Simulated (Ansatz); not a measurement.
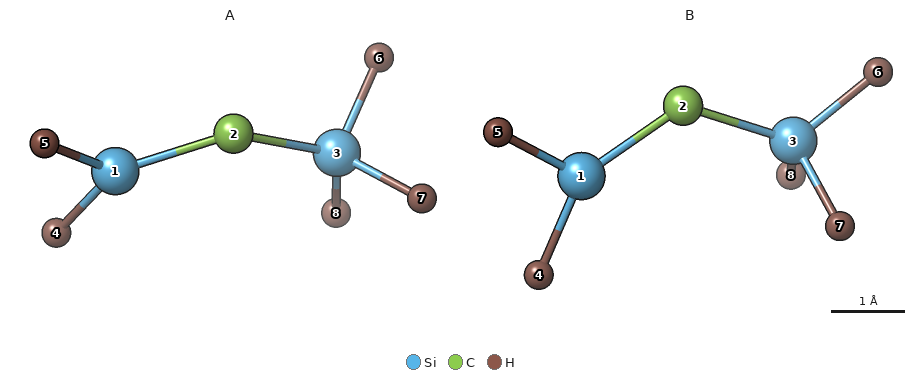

Two geometries of CH$_{5}$Si$_{2}$ (charge −1), drawn at one scale. One is the start of a relaxation, the other its converged end. Style: ball-and-stick. Shown at a tilt.

These are results of Ansatz, RKS PBE0-D4/6-31G, not measurements. Set-up: no spin polarisation; force threshold 0.015 eV/Å; at most 40 steps.

Which geometry has the lower energy?

Structure A is the relaxed one. The run prepares an end point of a later path (torsion) calculation, from a guessed geometry. The atom that moves furthest after the best rigid fit is H4 (0.99 Å). By element the largest moves are H 0.99 Å, C 0.52 Å, Si 0.19 Å. Among the contacts that change: Si3–H8 1.519 → 1.554 Å, Si1–H4 1.516 → 1.543 Å, Si3–H7 1.508 → 1.531 Å, Si1–H5 1.504 → 1.522 Å. Bond angles that change, for instance: C2–Si1–H4 143.4° → 133.7°, C2–Si3–H6 120.8° → 111.9°, H4–Si1–H5 98.4° → 105.0°. Groups turn about C2–Si3 by about 60°. The energy falls by 5.46 kcal/mol in 14 geometry steps. The largest force component goes from 0.72 to 0.0079 eV/Å. Cost: 29 s on 1 thread of Arm Neoverse V1, with other jobs on the host, peak memory 0.11 GiB.

Limits of the set-up: the basis has no diffuse functions, which an anion needs.
